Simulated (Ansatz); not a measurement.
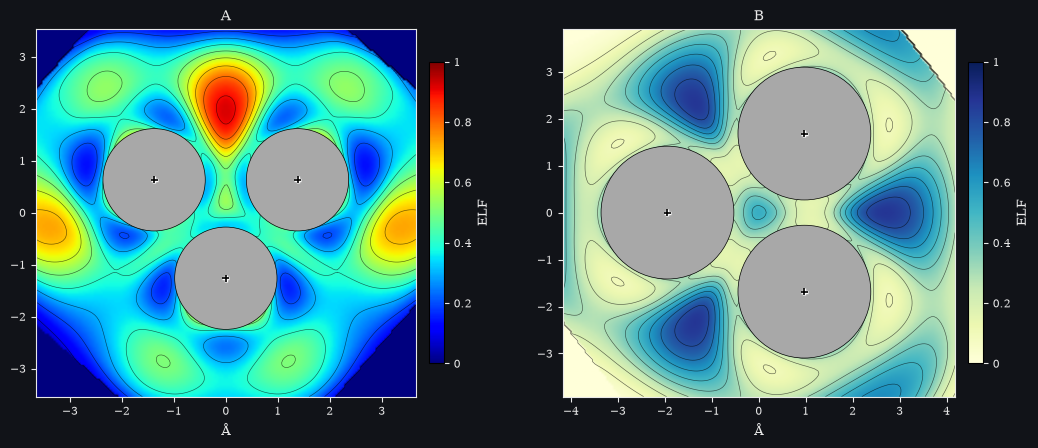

The ELF of 2 systems, each on a plane through atoms (crosses mark nuclei in the plane; grey discs cover the cores).

All numbers below come from RKS PBE0-D4/def2-TZVPD in Ansatz 0.2.0.

System 1: La₃ (charge −1), the molecular plane. Geometry: PBE0-D4/def2-TZVPD; core potentials replace the inner electrons of La.

```xyz
3

La   -1.5090    1.0646    0.6069
La   -0.2290   -1.2712   -1.4527
La    1.7380    0.2066    0.8458
```

System 2: Ta₃ (charge −1), the molecular plane. Geometry: PBE-D4/def2-TZVPD; core potentials replace the inner electrons of Ta.

```yaml
atoms:
  - { symbol: Ta, position_ang: [-0.6220, 1.3825, 0.0719] }
  - { symbol: Ta, position_ang: [-0.8307, -0.9512, 0.0135] }
  - { symbol: Ta, position_ang: [1.4526, -0.4313, -0.0854] }
```

### Match each panel to its system.

Panel A is system 2, Ta₃: the plane holds Ta. Ta–Ta (2.34 Å): the ELF is about 0.40 at the midpoint. Panel B is system 1, La₃: the plane holds La. La–La (3.37 Å): the ELF is about 0.15 at the midpoint.
